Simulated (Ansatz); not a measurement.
LiBe2S3

The calculation's input:

```
crystal:
  lattice:
    - [3.2894376127, 0.0, 0.0]
    - [-1.6447188064, 2.8487365368, 0.0]
    - [0.0, 0.0, 8.8679211682]
  atoms:
    - { symbol: Li, position: [0.0, 0.0, 0.5] }
    - { symbol: Be, position: [0.6666666667, 0.3333333333, 0.1951335669] }
    - { symbol: Be, position: [0.3333333333, 0.6666666667, 0.8048664331] }
    - { symbol: S, position: [0.0, 0.0, 0.0] }
    - { symbol: S, position: [0.3333333333, 0.6666666667, 0.3031299818] }
    - { symbol: S, position: [0.6666666667, 0.3333333333, 0.6968700182] }
basis:
  ecutwfc: 420
kpoints:
  mp_grid: { grid: [12, 12, 4] }
hamiltonian:
  xc: pbe
scf:
  occupations: { method: gaussian, width: 0.1 }
output:
  forces: true
  stress: true
  eigenvalues: true
  write_density: true
  write_potential: true
  elf: true
  volumetric_format: npy
relax:
  adjacent_minimum: "off"
  f_tol: 0.01
  max_steps: 80
  cell: { stress_tol: 0.05 }
```

Run with:

```sh
ansatz run input.yaml --threads 1 --pin off --max-ram 2048MiB --backend cpu --events-out ev --progress --plain --runs-dir out
```

Below, planes, directions and counts refer to the conventional cell (a = 3.30 Å, b = 3.30 Å, c = 8.88 Å, α = 90.00°, β = 90.00°, γ = 120.00°).

The fields are those of the relaxed geometry.

Space group P-3m1; a structure generated by program, which may or may not match a known phase; computed without spin polarisation.

All numbers below come from Ansatz 0.2.0, DFT PBE, scalar-relativistic, plane waves, PAW.

> Predict the valence pseudo-density and electron localisation function between the atoms.

Li–S (2.58 Å): ρ is about 0.22 e/Å³ halfway; the ELF peaks at about 0.85 in the valence shell of S, 0.9 Å from its nucleus, and is about 0.70 at the midpoint.

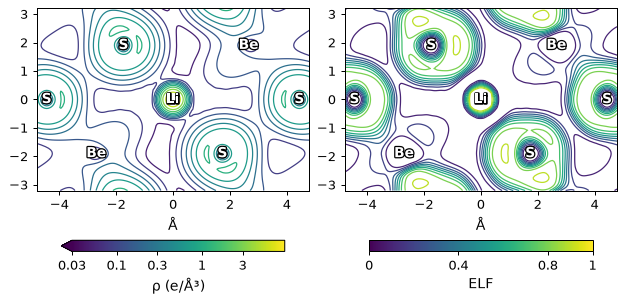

Computed valence pseudo-density and electron localisation function on the (110) plane of the conventional cell, in this order. 

The density is the valence pseudo-density of a PAW calculation; it isn't the true density close to the nuclei.
